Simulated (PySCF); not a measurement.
**C₅H₈O₃: density, localisation and related maps**

Input file:

```
{"job": {"xc": "KT3", "basis": "pcSseg-1", "solvent": "tetrahydrofuran", "kind": "nmr", "pop": true}, "charge": 0, "multiplicity": 1}
O      3.066673    -0.369569     0.654162
C      2.286054     0.272556     0.013606
C      0.796714     0.301440     0.260411
C      0.185238    -1.095136     0.046522
C     -1.334351    -0.955519     0.151885
O     -1.798409     0.050026    -0.728742
C     -1.183125     1.271575    -0.472181
O      0.206359     1.235591    -0.623692
H      2.588228     0.901093    -0.842094
H      0.613822     0.611310     1.306029
H      0.572421    -1.791253     0.788192
H      0.446949    -1.444171    -0.953682
H     -1.616528    -0.700223     1.185875
H     -1.842130    -1.873851    -0.145174
H     -1.561466     1.983212    -1.208196
H     -1.434048     1.611864     0.555666
```

Command:

```sh
OMP_NUM_THREADS=1 python ens_run.py task.json out
```

Geometry: GFN2-xTB.

The calculation used KT3/pcSseg-1, SCF density, in a tetrahydrofuran solvent model, non-relativistic in PySCF.

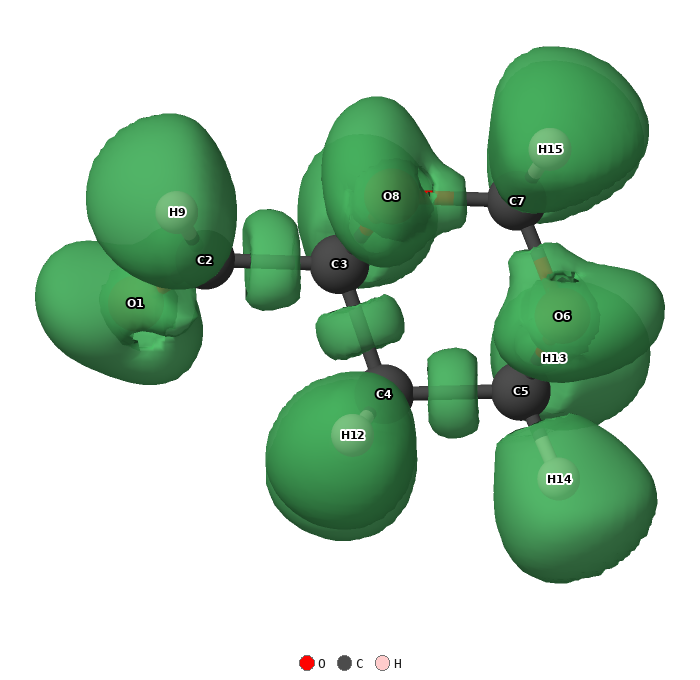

Figure 1. Isosurface of the ELF at 0.75 (green), seen at a tilt. Core shells and regions of very low density are left out.

Where are the electrons localised?

At this value the surface marks out three regions between bonded C–C atoms (shared pairs), eight regions around hydrogen nuclei and three regions on O in which the atom's valence shell and bonds are merged. Along the contacts the grid gives the following. C–O (1.20 Å): the ELF peaks at about 0.85 between the atoms (a short, multiple covalent bond). C–C (1.51 Å): the ELF peaks at about 0.95 between the atoms: localised, covalent bonding.

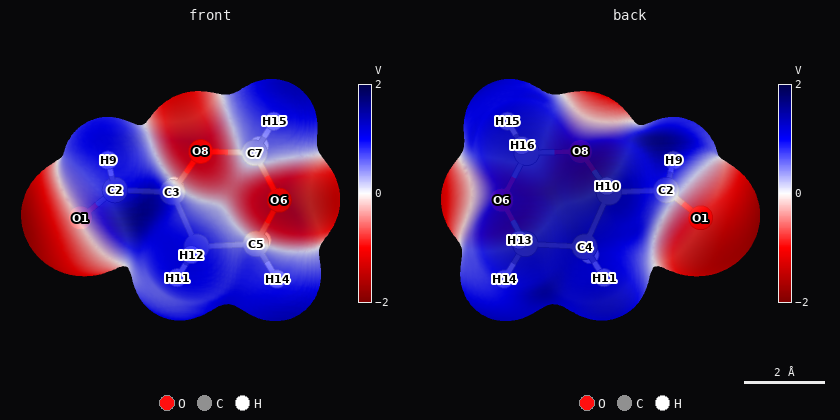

Figure 2. The electrostatic potential painted on the density surface at 0.004 e/bohr³, seen from the front and from behind; the colour scale runs from red (negative) to blue (positive).

Describe the electrostatic potential map.

The most negative region (about −1.8 V) lies over O1, the most positive (about +1.7 V) over the π face of C2. O1 is the likeliest acceptor of a hydrogen bond.

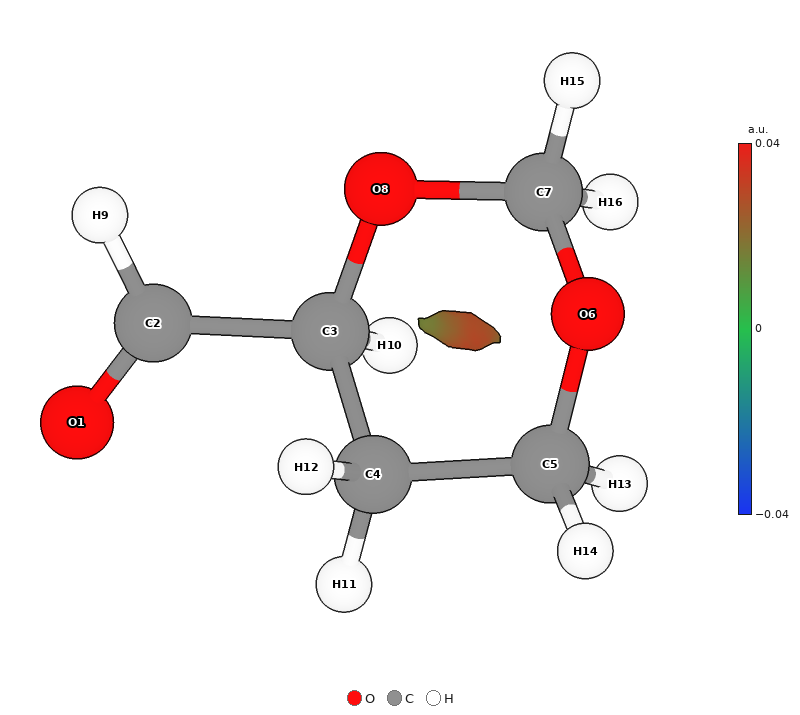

Figure 3. Non-covalent interaction (NCI) plot: the surface where the reduced density gradient is 0.5, for densities under 0.05 a.u., coloured by sign(λ₂)ρ; seen at a tilt.

Which non-covalent interactions does the plot reveal?

Inside the ring or cage of C3, C4, C5, O6, C7 and O8: steric crowding (red).
